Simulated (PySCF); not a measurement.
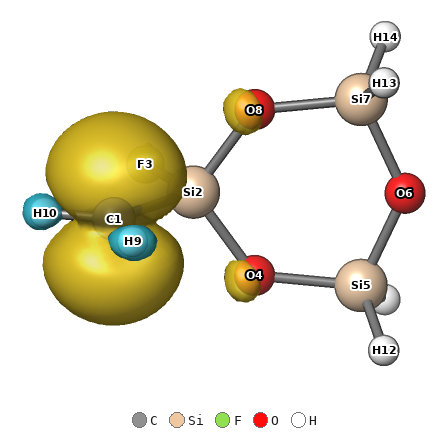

The picture shows: CH6FO3Si3 (doublet). Isosurfaces of the spin density (α minus β) at +0.02 (yellow) and −0.02 e/Å³ (cyan), seen at a tilt.

Geometry: GFN2-xTB.

The calculation used UKS B3LYP, pcH-1 on C F H O Si, non-relativistic, mean-field spin-orbit, GIAO (PySCF).

```xyz
14

C     2.6522   -0.0934    0.0210
Si    0.9533   -0.3050    0.6979
F     0.9791   -0.8888    2.1912
O     0.0832   -1.3561   -0.1729
Si   -1.3765   -1.2044   -0.8777
O    -1.9150    0.3106   -0.6374
Si   -1.2900    1.5506    0.2082
O     0.1623    1.1045    0.7923
H     2.8537    0.2477   -0.9769
H     3.5137   -0.3146    0.6214
H    -2.2785   -2.1082   -0.1855
H    -1.1517   -1.3478   -2.3070
H    -1.0287    2.6160   -0.7455
H    -2.1575    1.7884    1.3487
```

**Describe the spin distribution.**

The unpaired spin (1 electron) lies mostly on C1 (about 0.8) and Si2 (about 0.1), in electrons by Hirshfeld's partition.
